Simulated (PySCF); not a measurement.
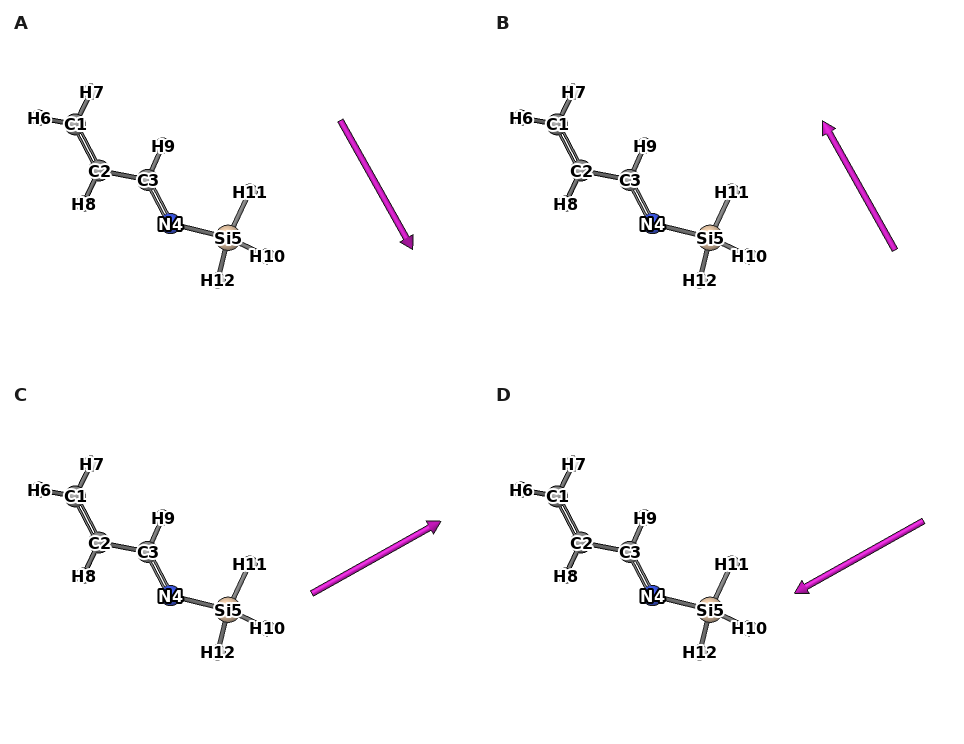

The same molecule four times, each with an arrow. The geometry was computed by an optimisation with PBE0-D3(BJ)/def2-SVP. No frequency run is at hand to confirm it as a minimum. Method: OPBE/pcSseg-2, gas phase (PySCF 2.14.0).

Which arrow points along the dipole moment, from the negative to the positive end?

Answer. B. The dipole moment is 1.94 D; it points from the side of H10, H12 to the side of H6, H7 (the outermost atoms at the two ends).
